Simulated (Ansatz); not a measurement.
**BH₈NSSi₂: single points with varied inputs**

Aim: run BH₈NSSi₂ under a spread of inputs, and see what each costs and gives.

Method: the settings change from run to run; program: Ansatz 0.2.0, Gaussian basis.

### Step 1. The relaxed structure

The structure was relaxed beforehand with PBE0-D4 in a triple-zeta def2 set.

13 atoms, charge 0, spin multiplicity 1.

Atoms are counted from 1 here; the program's logs count them from 0.

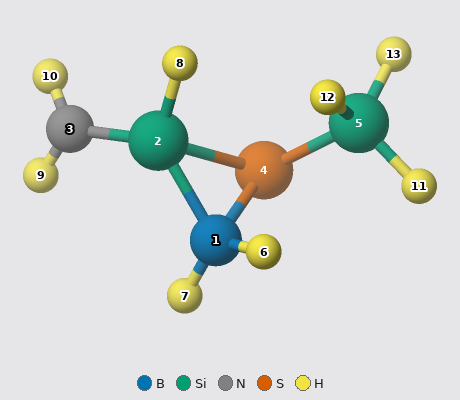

The geometry (boron blue, silicon teal, nitrogen grey, sulfur orange, hydrogen yellow); atoms are numbered from 1 in the order of the file.

### Step 2. BHLYP/aug-pcseg-2

Options: D3(BJ) dispersion.

Contents of in.yaml:

```yaml
crystal:
  periodic: [false, false, false]
  atoms:
    - {symbol: B, position_ang: [-0.929647, 1.152262, -0.223074]}
    - {symbol: Si, position_ang: [0.395479, 0.456469, 1.013884]}
    - {symbol: N, position_ang: [1.710644, 1.350395, 1.593713]}
    - {symbol: S, position_ang: [0.440451, 0.021308, -1.266674]}
    - {symbol: Si, position_ang: [-0.714230, -1.781890, -1.293803]}
    - {symbol: H, position_ang: [-2.016555, 0.652840, -0.288059]}
    - {symbol: H, position_ang: [-0.782544, 2.292526, -0.561610]}
    - {symbol: H, position_ang: [0.456202, -0.883891, 1.641289]}
    - {symbol: H, position_ang: [1.816048, 2.327799, 1.378827]}
    - {symbol: H, position_ang: [2.560139, 0.931773, 1.933217]}
    - {symbol: H, position_ang: [-1.822725, -1.609638, -2.262328]}
    - {symbol: H, position_ang: [-1.259672, -2.043168, 0.061267]}
    - {symbol: H, position_ang: [0.166809, -2.901483, -1.711949]}
basis:
  gaussian: {orbitals: aug-pcseg-2}
hamiltonian: {xc: {name: BHLYP}, dispersion: d3bj}
output: {forces: true}
```

The run is started by

```sh
$ ansatz run in.yaml --threads 4 --pin off --events-out ev --progress --plain --max-ram 10444MiB
```

Standard output (excerpt; [...] marks lines left out):

```text
Functional definition: BHLYP
  name "BHLYP"
  cite "Becke, J. Chem. Phys. 98, 1372 (1993) doi:10.1063/1.464304"
  cite "Becke, Phys. Rev. A 38, 3098 (1988) doi:10.1103/PhysRevA.38.3098"
  cite "Lee, Yang & Parr, Phys. Rev. B 37, 785 (1988) doi:10.1103/PhysRevB.37.785"
[...]
2006 factors; their error is unknown
[...]
mean field -28889.52948450 eV, -1061.6706265291 hartree, gradient 5.4e-5 eV, S^2 0.000000; 0 other end points of the search recorded, 0 dependent functions left out
[...]
reference -28889.52973450 eV, -1061.6706357163 hartree; 32, 32 occupied and 394, 394 virtual orbitals, 2006 factors
Total energy: -28890.11182713 eV, -1061.6920272258 hartree
Atom 0 at    -0.929647     1.152262    -0.223074 Å, force    -0.301045     0.275336     0.109650 eV/Å
Atom 1 at     0.395479     0.456469     1.013884 Å, force     0.194806    -0.077416     0.179853 eV/Å
Atom 2 at     1.710644     1.350395     1.593713 Å, force     0.155316     0.080371    -0.067462 eV/Å
Atom 3 at     0.440451     0.021308    -1.266674 Å, force     0.058414    -0.186391    -0.078387 eV/Å
Atom 4 at    -0.714230    -1.781890    -1.293803 Å, force    -0.108446    -0.223747    -0.060896 eV/Å
Atom 5 at    -2.016555     0.652840    -0.288059 Å, force     0.289850     0.131249    -0.004523 eV/Å
Atom 6 at    -0.782544     2.292526    -0.561610 Å, force    -0.046379    -0.286700     0.088456 eV/Å
Atom 7 at     0.456202    -0.883891     1.641289 Å, force    -0.027834     0.281523    -0.122880 eV/Å
Atom 8 at     1.816048     2.327799     1.378827 Å, force    -0.020007    -0.402601     0.096235 eV/Å
Atom 9 at     2.560139     0.931773     1.933217 Å, force    -0.346485     0.190330    -0.134430 eV/Å
Atom 10 at    -1.822725    -1.609638    -2.262328 Å, force     0.215747    -0.041611     0.189404 eV/Å
Atom 11 at    -1.259672    -2.043168     0.061267 Å, force     0.110941     0.052024    -0.278033 eV/Å
Atom 12 at     0.166809    -2.901483    -1.711949 Å, force    -0.174879     0.207632     0.083012 eV/Å
Dipole moment:     0.414611    -0.143413     0.309888 e Å
```

Run time: 9 s. Hardware: 4 threads of Intel Xeon 6975P-C, shared host; peak memory 2.4 GiB.

Largest force 0.422 eV/Å, dipole 2.58 D.

### Step 3. SPW92/6-31G*

Options: unrestricted orbitals, a grid of angular degree 23.

Changes to in.yaml since step 2:

```diff
@@ -17,4 +17,4 @@
 basis:
-  gaussian: {orbitals: aug-pcseg-2}
-hamiltonian: {xc: {name: BHLYP}, dispersion: d3bj}
-output: {forces: true}
+  gaussian: {orbitals: "6-31G*", final_grid: {core_spheres: 8, valence_spheres: 7, degree: 23}}
+magnetization: {spin_polarized: true, initial_magnetization: 0}
+hamiltonian: {xc: {name: SPW92}}
```

Same command.

Standard output:

```text
Functional definition: SPW92
  name "SPW92"
  cite "Dirac, Proc. Camb. Phil. Soc. 26, 376 (1930) doi:10.1017/S0305004100016108"
  cite "Slater, Phys. Rev. 81, 385 (1951) doi:10.1103/PhysRev.81.385"
  cite "Perdew & Wang, Phys. Rev. B 45, 13244 (1992) doi:10.1103/PhysRevB.45.13244"
  exchange = slater_x
  correlation = pw_c
1303 factors; their error is unknown
mean field evaluation 1: about -28754.8625 eV, gradient 4.7e1 eV
mean field evaluation 2: about -28721.2160 eV, gradient 8.7e1 eV
mean field evaluation 4: about -28764.6495 eV, gradient 8.1e0 eV
mean field evaluation 8: about -28765.0813 eV, gradient 1.5e-1 eV
mean field evaluation 16: about -28764.9811 eV, gradient 2.6e-4 eV
mean field -28764.98109679 eV, -1057.0935577026 hartree, gradient 1.8e-5 eV, S^2 0.000000; 0 other end points of the search recorded, 0 dependent functions left out
reference -28764.98113793 eV, -1057.0935592143 hartree; 32, 32 occupied and 71, 71 virtual orbitals, 1303 factors
Total energy: -28764.98113793 eV, -1057.0935592143 hartree
```

It took 0.4 s on 4 threads of Intel Xeon 6975P-C, shared host.

⟨S²⟩ 0.000.

### Step 4. LC-wPBE/cc-pVTZ-DK

This run has charge +1, multiplicity 2, high accuracy.

Changes to in.yaml since step 3:

```diff
@@ -17,4 +17,7 @@
 basis:
-  gaussian: {orbitals: "6-31G*", final_grid: {core_spheres: 8, valence_spheres: 7, degree: 23}}
-magnetization: {spin_polarized: true, initial_magnetization: 0}
-hamiltonian: {xc: {name: SPW92}}
+  gaussian: {orbitals: cc-pVTZ-DK}
+total_charge: 1
+magnetization: {spin_polarized: true, initial_magnetization: 1}
+hamiltonian: {xc: {name: LC-wPBE}}
+accuracy: high
+output: {forces: true}
```

Launched as before.

Standard output (excerpt; [...] marks lines left out):

```text
Functional definition: LC-wPBE
  name "LC-wPBE"
  cite "Vydrov & Scuseria, J. Chem. Phys. 125, 234109 (2006) doi:10.1063/1.2409292"
  cite "Heyd & Scuseria, J. Chem. Phys. 120, 7274 (2004) doi:10.1063/1.1668634"
  cite "Ernzerhof & Perdew, J. Chem. Phys. 109, 3313 (1998) doi:10.1063/1.476928"
  cite "Perdew, Burke & Ernzerhof, Phys. Rev. Lett. 77, 3865 (1996) doi:10.1103/PhysRevLett.77.3865"
  parent pbe
[...]
4921 factors; integrals over basis functions are off by at most 1.1e-8 eV
990 factors; integrals over basis functions are off by at most 2.1e-9 eV
[...]
mean field -28936.08384242 eV, -1063.3814676267 hartree, gradient 2.8e-8 eV, S^2 0.763636; 2 other end points of the search recorded, 0 dependent functions left out
[...]
reference -28936.08384242 eV, -1063.3814676267 hartree; 32, 31 occupied and 242, 243 virtual orbitals, 4921 factors
[...]
Atom 3 at     0.440451     0.021308    -1.266674 Å, force    -0.539952     1.482623     1.092756 eV/Å
Atom 4 at    -0.714230    -1.781890    -1.293803 Å, force    -0.840938    -1.591834    -0.262946 eV/Å
Atom 5 at    -2.016555     0.652840    -0.288059 Å, force     0.249586    -0.039403     0.517988 eV/Å
Atom 6 at    -0.782544     2.292526    -0.561610 Å, force     0.270057    -0.025916     0.681210 eV/Å
Atom 7 at     0.456202    -0.883891     1.641289 Å, force    -0.407768     0.229997    -0.030631 eV/Å
Atom 8 at     1.816048     2.327799     1.378827 Å, force     0.139798     0.147554    -0.054750 eV/Å
Atom 9 at     2.560139     0.931773     1.933217 Å, force    -0.069706    -0.159174     0.428540 eV/Å
Atom 10 at    -1.822725    -1.609638    -2.262328 Å, force     0.183988     0.238933     0.083094 eV/Å
Atom 11 at    -1.259672    -2.043168     0.061267 Å, force     0.178522     0.260135    -0.006196 eV/Å
Atom 12 at     0.166809    -2.901483    -1.711949 Å, force     0.076638     0.301986     0.066405 eV/Å
Dipole moment:     0.270111     0.179418     0.433641 e Å
```

It took 25 s on 4 threads of Intel Xeon 6975P-C, shared host; peak memory 2.9 GiB.

Largest force 3.489 eV/Å, ⟨S²⟩ 0.764.

### Step 5. revPBE0/6-31G*

Options: unrestricted orbitals, atoms shaken by 0.08 Å, finite nuclei, D3(BJ) with three-body dispersion.

Contents of in.yaml:

```yaml
crystal:
  periodic: [false, false, false]
  atoms:
    - {symbol: B, position_ang: [-0.865023, 1.066782, -0.151967]}
    - {symbol: Si, position_ang: [0.425936, 0.589552, 1.001175]}
    - {symbol: N, position_ang: [1.632678, 1.253648, 1.666876]}
    - {symbol: S, position_ang: [0.401519, 0.024200, -1.135752]}
    - {symbol: Si, position_ang: [-0.716433, -1.756251, -1.292776]}
    - {symbol: H, position_ang: [-2.001222, 0.585695, -0.320044]}
    - {symbol: H, position_ang: [-0.824065, 2.171080, -0.508672]}
    - {symbol: H, position_ang: [0.469049, -0.827031, 1.640878]}
    - {symbol: H, position_ang: [1.658140, 2.436971, 1.419013]}
    - {symbol: H, position_ang: [2.532649, 1.124144, 1.992264]}
    - {symbol: H, position_ang: [-1.863033, -1.685886, -2.166187]}
    - {symbol: H, position_ang: [-1.290952, -2.067095, 0.041252]}
    - {symbol: H, position_ang: [0.244827, -2.782750, -1.842916]}
basis:
  gaussian: {orbitals: "6-31G*", nuclear_model: gaussian}
magnetization: {spin_polarized: true, initial_magnetization: 0}
hamiltonian: {xc: {name: revPBE0}, dispersion: d3bjatm}
```

Launched as before.

Standard output (excerpt; [...] marks lines left out):

```text
Functional definition: revPBE0
  name "revPBE0"
  cite "Zhang & Yang, Phys. Rev. Lett. 80, 890 (1998) doi:10.1103/PhysRevLett.80.890"
  cite "Adamo & Barone, J. Chem. Phys. 110, 6158 (1999) doi:10.1063/1.478522"
  cite "Perdew, Burke & Ernzerhof, Phys. Rev. Lett. 77, 3865 (1996) doi:10.1103/PhysRevLett.77.3865"
[...]
1028 factors; integrals over basis functions are off by at most 8.7e-4 eV
[...]
mean field -28879.18017500 eV, -1061.2902964197 hartree, gradient 6.6e-5 eV, S^2 0.000000; 0 other end points of the search recorded, 0 dependent functions left out
reference -28879.18021216 eV, -1061.2902977853 hartree; 32, 32 occupied and 71, 71 virtual orbitals, 1028 factors
Total energy: -28879.99006683 eV, -1061.3200593956 hartree
```

It took 1.2 s on 4 threads of Intel Xeon 6975P-C, shared host.

⟨S²⟩ 0.000.

### Step 6. wB97M-V/def2-SVPD

Options: unrestricted orbitals, density fitting with cc-pVTZ-jkfit.

Contents of in.yaml:

```yaml
crystal:
  periodic: [false, false, false]
  atoms:
    - {symbol: B, position_ang: [-0.929647, 1.152262, -0.223074]}
    - {symbol: Si, position_ang: [0.395479, 0.456469, 1.013884]}
    - {symbol: N, position_ang: [1.710644, 1.350395, 1.593713]}
    - {symbol: S, position_ang: [0.440451, 0.021308, -1.266674]}
    - {symbol: Si, position_ang: [-0.714230, -1.781890, -1.293803]}
    - {symbol: H, position_ang: [-2.016555, 0.652840, -0.288059]}
    - {symbol: H, position_ang: [-0.782544, 2.292526, -0.561610]}
    - {symbol: H, position_ang: [0.456202, -0.883891, 1.641289]}
    - {symbol: H, position_ang: [1.816048, 2.327799, 1.378827]}
    - {symbol: H, position_ang: [2.560139, 0.931773, 1.933217]}
    - {symbol: H, position_ang: [-1.822725, -1.609638, -2.262328]}
    - {symbol: H, position_ang: [-1.259672, -2.043168, 0.061267]}
    - {symbol: H, position_ang: [0.166809, -2.901483, -1.711949]}
basis:
  gaussian: {orbitals: def2-SVPD, fitting: {mean_field: cc-pVTZ-jkfit}}
magnetization: {spin_polarized: true, initial_magnetization: 0}
hamiltonian: {xc: {name: wB97M-V}}
output: {forces: true}
```

The command is unchanged.

Standard output (excerpt; [...] marks lines left out):

```text
Functional definition: wB97M-V
  name "wB97M-V"
  cite "Mardirossian & Head-Gordon, J. Chem. Phys. 144, 214110 (2016) doi:10.1063/1.4952647"
  cite "Becke, J. Chem. Phys. 107, 8554 (1997) doi:10.1063/1.475007"
  cite "Vydrov & Van Voorhis, J. Chem. Phys. 133, 244103 (2010) doi:10.1063/1.3521275"
  # Of w^i u^j: cxij and so on, Table III.
[...]
  gx(w, u) = 1 - cx + cx01*u + cx10*w
  gss(w, u) = css00 + css04*u^4 + css10*w + css20*w^2 + css43*w^4*u^3
  gos(w, u) = cos00 + cos10*w + (cos20 + cos21*u)*w^2 + (cos60 + cos61*u)*w^6
[...]
      + integral(e_c_pw_mod_opposite_spin*gos(b97_w_opposite, b97_u_opposite)) + vv10(b, c)
761 factors; integrals over basis functions are off by at most 1.5e-1 eV
761 factors; integrals over basis functions are off by at most 3.4e-4 eV
[...]
Atom 3 at     0.440451     0.021308    -1.266674 Å, force     0.296165     0.140091    -0.302587 eV/Å
Atom 4 at    -0.714230    -1.781890    -1.293803 Å, force    -0.192536    -0.334222    -0.065740 eV/Å
Atom 5 at    -2.016555     0.652840    -0.288059 Å, force    -0.111643    -0.063110     0.000769 eV/Å
Atom 6 at    -0.782544     2.292526    -0.561610 Å, force     0.019210     0.114688    -0.009425 eV/Å
Atom 7 at     0.456202    -0.883891     1.641289 Å, force     0.010555    -0.000663    -0.002673 eV/Å
Atom 8 at     1.816048     2.327799     1.378827 Å, force     0.039513     0.263437    -0.020267 eV/Å
Atom 9 at     2.560139     0.931773     1.933217 Å, force     0.208987    -0.082801     0.117406 eV/Å
Atom 10 at    -1.822725    -1.609638    -2.262328 Å, force     0.004510     0.006261     0.007184 eV/Å
Atom 11 at    -1.259672    -2.043168     0.061267 Å, force     0.003271     0.014493     0.010237 eV/Å
Atom 12 at     0.166809    -2.901483    -1.711949 Å, force    -0.002702     0.012852     0.006513 eV/Å
Dipole moment:     0.425138    -0.146167     0.309113 e Å
```

Run time: 8 s. Hardware: 4 threads of Intel Xeon 6975P-C, shared host; peak memory 1.1 GiB.

Largest force 0.581 eV/Å, dipole 2.62 D, ⟨S²⟩ 0.000.

### Step 7. PBE/cc-pVTZ

Options: multiplicity 3, D3(BJ) with three-body dispersion, high accuracy.

Changes to in.yaml since step 6:

```diff
@@ -17,5 +17,5 @@
 basis:
-  gaussian: {orbitals: def2-SVPD, fitting: {mean_field: cc-pVTZ-jkfit}}
-magnetization: {spin_polarized: true, initial_magnetization: 0}
-hamiltonian: {xc: {name: wB97M-V}}
-output: {forces: true}
+  gaussian: {orbitals: cc-pVTZ}
+magnetization: {spin_polarized: true, initial_magnetization: 2}
+hamiltonian: {xc: {name: PBE}, dispersion: d3bjatm}
+accuracy: high
```

Launched as before.

Standard output:

```text
Functional definition: PBE
  name "PBE"
  cite "Perdew, Burke & Ernzerhof, Phys. Rev. Lett. 77, 3865 (1996) doi:10.1103/PhysRevLett.77.3865"
  parent pbe
  parameter kappa = 0.804
  parameter beta = 0.06672455060314922
  exchange = pbe_x(kappa = kappa, mu = beta*pi^2/3)
  correlation = pbe_c(beta = beta)
4924 factors; integrals over basis functions are off by at most 1.4e-8 eV
mean field evaluation 1: about -28853.6042 eV, gradient 5.8e1 eV
mean field evaluation 2: about -28795.8426 eV, gradient 1.1e2 eV
mean field evaluation 4: about -28865.3326 eV, gradient 2.4e1 eV
mean field evaluation 8: about -28870.0117 eV, gradient 1.6e0 eV
mean field evaluation 16: about -28870.0245 eV, gradient 7.8e-3 eV
mean field evaluation 32: about -28870.0245 eV, gradient 3.3e-8 eV
mean field evaluation 64: about -28869.3057 eV, gradient 2.1e0 eV
mean field -28870.02449129 eV, -1060.9538312495 hartree, gradient 3.3e-8 eV, S^2 2.004847; 6 other end points of the search recorded, 0 dependent functions left out
reference -28870.02449620 eV, -1060.9538314298 hartree; 33, 31 occupied and 241, 243 virtual orbitals, 4924 factors
Total energy: -28870.39766530 eV, -1060.9675451415 hartree
```

It took 17 s on 4 threads of Intel Xeon 6975P-C, shared host; peak memory 2.5 GiB.

⟨S²⟩ 2.005.

### Step 8. rPW86-PBE/cc-pVTZ

Set apart from the defaults: charge +1, multiplicity 2, restricted open-shell orbitals, finite nuclei, rVV10 dispersion, high accuracy.

Changes to in.yaml since step 7:

```diff
@@ -17,5 +17,6 @@
 basis:
-  gaussian: {orbitals: cc-pVTZ}
-magnetization: {spin_polarized: true, initial_magnetization: 2}
-hamiltonian: {xc: {name: PBE}, dispersion: d3bjatm}
+  gaussian: {orbitals: cc-pVTZ, nuclear_model: gaussian}
+total_charge: 1
+magnetization: {spin_polarized: false, initial_magnetization: 1}
+hamiltonian: {xc: {name: rPW86-PBE}, dispersion: rvv10}
 accuracy: high
```

Launched as before.

Standard output (excerpt; [...] marks lines left out):

```text
Functional definition: rPW86-PBE+rVV10
  name "rPW86-PBE+rVV10"
  cite "Murray, Lee & Langreth, J. Chem. Theory Comput. 5, 2754 (2009) doi:10.1021/ct900365q"
  cite "Perdew, Burke & Ernzerhof, Phys. Rev. Lett. 77, 3865 (1996) doi:10.1103/PhysRevLett.77.3865"
  cite "Vydrov & Van Voorhis, J. Chem. Phys. 133, 244103 (2010) doi:10.1063/1.3521275"
  cite "Sabatini, Gorni & de Gironcoli, Phys. Rev. B 87, 041108(R) (2013) doi:10.1103/PhysRevB.87.041108"
  parent "pbe"
[...]
4923 factors; integrals over basis functions are off by at most 1.3e-8 eV
[...]
mean field -28906.84918640 eV, -1062.3071138339 hartree, gradient 2.6e-8 eV, S^2 0.750000; 7 other end points of the search recorded, 0 dependent functions left out
reference -28906.84920319 eV, -1062.3071144511 hartree; 32, 31 occupied and 242, 243 virtual orbitals, 4923 factors
Total energy: -28906.84920319 eV, -1062.3071144511 hartree
```

Run time: 38 s. Hardware: 4 threads of Intel Xeon 6975P-C, shared host; peak memory 2.8 GiB.

### Step 9. wPBEh/def2-mTZVPP

Set apart from the defaults: charge +1, multiplicity 2, finite nuclei.

Changes to in.yaml since step 8:

```diff
@@ -17,6 +17,5 @@
 basis:
-  gaussian: {orbitals: cc-pVTZ, nuclear_model: gaussian}
+  gaussian: {orbitals: def2-mTZVPP, nuclear_model: gaussian}
 total_charge: 1
-magnetization: {spin_polarized: false, initial_magnetization: 1}
-hamiltonian: {xc: {name: rPW86-PBE}, dispersion: rvv10}
-accuracy: high
+magnetization: {spin_polarized: true, initial_magnetization: 1}
+hamiltonian: {xc: {name: wPBEh}}
```

Same command.

Standard output (excerpt; [...] marks lines left out):

```text
Functional definition: wPBEh
  name "wPBEh"
  cite "Heyd, Scuseria & Ernzerhof, J. Chem. Phys. 118, 8207 (2003) doi:10.1063/1.1564060"
  cite "Krukau, Vydrov, Izmaylov & Scuseria, J. Chem. Phys. 125, 224106 (2006) doi:10.1063/1.2404663"
  cite "Heyd & Scuseria, J. Chem. Phys. 120, 7274 (2004) doi:10.1063/1.1668634"
  cite "Ernzerhof & Perdew, J. Chem. Phys. 109, 3313 (1998) doi:10.1063/1.476928"
  cite "Perdew, Burke & Ernzerhof, Phys. Rev. Lett. 77, 3865 (1996) doi:10.1103/PhysRevLett.77.3865"
  parent pbe
[...]
1562 factors; their error is unknown
146 factors; integrals over basis functions are off by at most 4.3e-7 eV
[...]
mean field -28869.54542639 eV, -1060.9362259390 hartree, gradient 3.3e-5 eV, S^2 0.757245; 2 other end points of the search recorded, 0 dependent functions left out
reference -28869.54547665 eV, -1060.9362277861 hartree; 32, 31 occupied and 132, 133 virtual orbitals, 1562 factors
Total energy: -28869.54547665 eV, -1060.9362277861 hartree
```

Wall time 3.9 s (4 threads of Intel Xeon 6975P-C, shared host); peak memory 0.69 GiB.

⟨S²⟩ 0.757.

### Step 10. PBE0-DH/pcseg-2

This run has density fitting with cc-pVTZ-jkfit, high accuracy.

Changes to in.yaml since step 9:

```diff
@@ -17,5 +17,4 @@
 basis:
-  gaussian: {orbitals: def2-mTZVPP, nuclear_model: gaussian}
-total_charge: 1
-magnetization: {spin_polarized: true, initial_magnetization: 1}
-hamiltonian: {xc: {name: wPBEh}}
+  gaussian: {orbitals: pcseg-2, fitting: {mean_field: cc-pVTZ-jkfit}}
+hamiltonian: {xc: {name: PBE0-DH}}
+accuracy: high
```

The command is unchanged.

Standard output (excerpt; [...] marks lines left out):

```text
Functional definition: PBE0-DH
  name "PBE0-DH"
  cite "Brémond & Adamo, J. Chem. Phys. 135, 024106 (2011) doi:10.1063/1.3604569"
  cite "Perdew, Burke & Ernzerhof, Phys. Rev. Lett. 77, 3865 (1996) doi:10.1103/PhysRevLett.77.3865"
[...]
761 factors; integrals over basis functions are off by at most 9.0e-1 eV
[...]
mean field -28872.84275349 eV, -1061.0574004751 hartree, gradient 3.5e-8 eV, S^2 0.000000; 0 other end points of the search recorded, 0 dependent functions left out
17 core orbitals not correlated: weight in the atoms' cores, before any rotation towards them, 1.000 or more for the frozen orbitals, at most 0.000 for the correlated occupied ones
reference -28872.84275614 eV, -1061.0574005725 hartree; 15, 15 occupied and 242, 242 virtual orbitals, 761 factors
second order -25.11830585 eV of doubles, -0.00000000 eV of singles
Total energy: -28875.98254437 eV, -1061.1727856618 hartree
```

Wall time 5 s (4 threads of Intel Xeon 6975P-C, shared host); peak memory 0.57 GiB.

### Step 11. All runs side by side

| level | charge | multiplicity | geometry | functions | energy (eV) | time |
| --- | --- | --- | --- | --- | --- | --- |
| BHLYP/aug-pcseg-2 | 0 | 1 | relaxed | 426 | -28890.112 | 9 s |
| SPW92/6-31G* | 0 | 1 | relaxed | 103 | -28764.981 | 0.4 s |
| LC-wPBE/cc-pVTZ-DK | 1 | 2 | relaxed | 274 | -28936.084 | 25 s |
| revPBE0/6-31G* | 0 | 1 | shaken | 103 | -28879.990 | 1.2 s |
| wB97M-V/def2-SVPD | 0 | 1 | relaxed | 179 | -28875.909 | 8 s |
| PBE/cc-pVTZ | 0 | 3 | relaxed | 274 | -28870.398 | 17 s |
| rPW86-PBE/cc-pVTZ | 1 | 2 | relaxed | 274 | -28906.849 | 38 s |
| wPBEh/def2-mTZVPP | 1 | 2 | relaxed | 164 | -28869.545 | 3.9 s |
| PBE0-DH/pcseg-2 | 0 | 1 | relaxed | 274 | -28875.983 | 5 s |

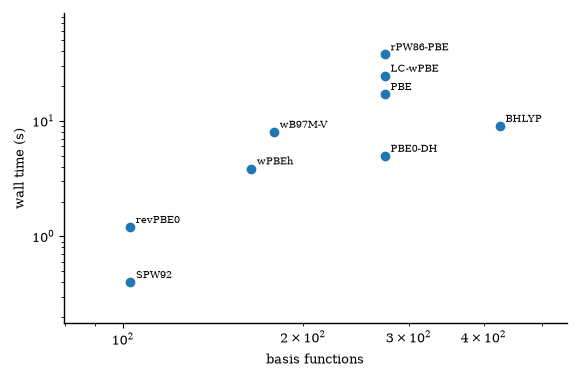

Wall time against the number of basis functions (shared host).

### Step 12. Summary of results

```
                                         quantity                    value
                                             runs                        9
                                         quickest      SPW92/6-31G*, 0.4 s
                                          slowest  rPW86-PBE/cc-pVTZ, 38 s
spread of total energies, same state and geometry                 125.1 eV
                  dipole, same state and geometry           2.58 to 2.62 D
```

Run time spans a factor of 94, from SPW92/6-31G* to rPW86-PBE/cc-pVTZ. The jobs differ in tasks and options as well as level. Total energies at one charge and spin differ by 125 eV between levels, so only differences within one level mean anything. At the PBE0-D4/def2-TZVP geometry and in the same state, the sound runs without point charges leave forces up to 0.58 eV/Å (wB97M-V/def2-SVPD).
